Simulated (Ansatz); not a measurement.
BrClF₂H₂W···HCl

```xyz
9

W     0.3456    0.3184   -0.2334
Cl   -0.4767    0.4345    2.8843
F     1.6425   -0.5463   -1.2464
Cl   -0.7109    2.3484   -0.0477
F    -1.3231   -0.4719   -0.0455
H     0.6350   -1.0135    0.7654
H    -0.1891    0.3761   -1.8290
Br    2.3391    1.3263    0.8528
H     0.6841    0.9672    3.0756
```

Core potentials replace the inner electrons of W.

Theory: RKS PBE0-D4/def2-SVP (Ansatz 0.2.0).

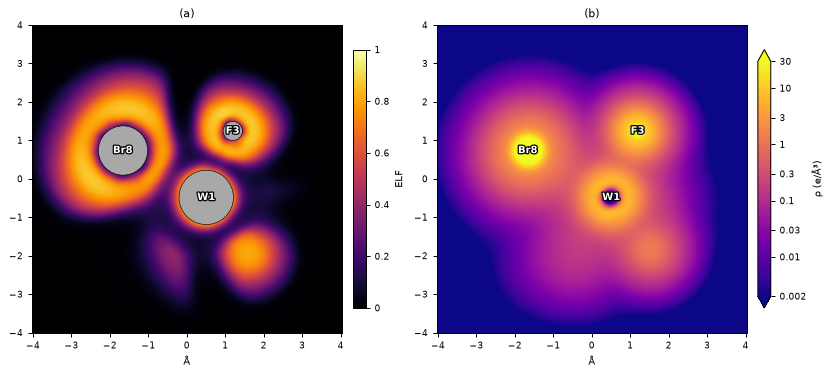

Figure 1. (a) ELF; (b) electron density on the plane of atoms F3, W1 and Br8. Grey discs cover the atomic cores in the ELF map.

Q: Describe what can be read from this map.

A: The plane passes through W, F and Br nuclei.
W–F (1.86 Å): ρ at the midpoint is about 1.1 e/Å³; the ELF peaks at about 0.80 in the valence shell of F, 0.5 Å from its nucleus, and drops to about 0.25 between the two atoms.
W–Br (2.48 Å): ρ at the midpoint is about 0.59 e/Å³; the ELF peaks at about 0.75 in the valence shell of Br, 1.0 Å from its nucleus, and is about 0.50 at the midpoint.

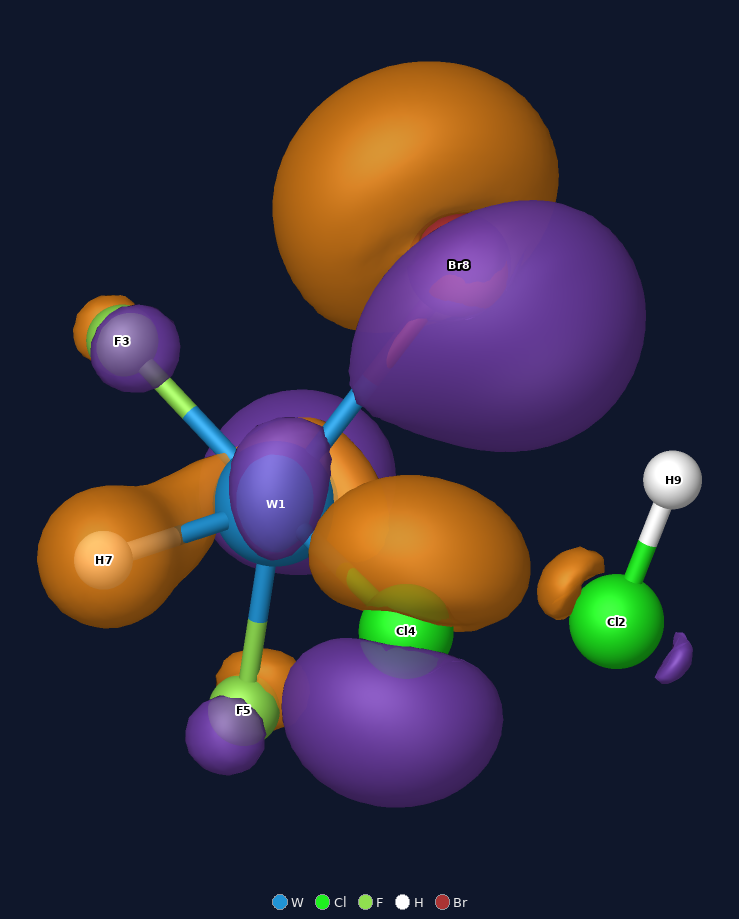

Figure 2. The HOMO at ±0.1 Å⁻³ᐟ² (orange and purple are the two phases), seen at a tilt.

Q: Where does this orbital lie, and at what energy?

A: By Hirshfeld shares it lies mainly on Br8 (about 60 %), Cl4 (about 20 %) and W1 (about 10 %). Its energy is −8.57 eV.

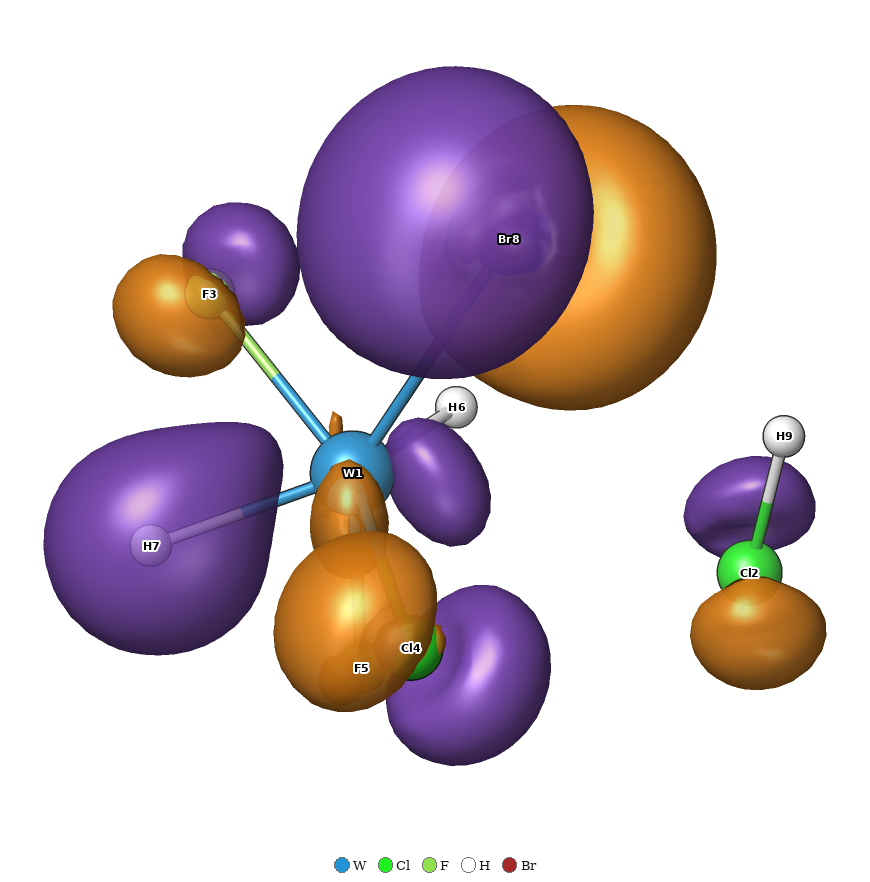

Figure 3. The HOMO−1 at ±0.1 Å⁻³ᐟ² (orange and purple are the two phases), seen across its widest extent.

Q: Where does this orbital lie, and at what energy?

A: By Hirshfeld shares it lies mainly on Br8 (about 60 %), W1 (about 10 %), H7 (about 10 %) and Cl4 (about 10 %). Its energy is −9.00 eV.
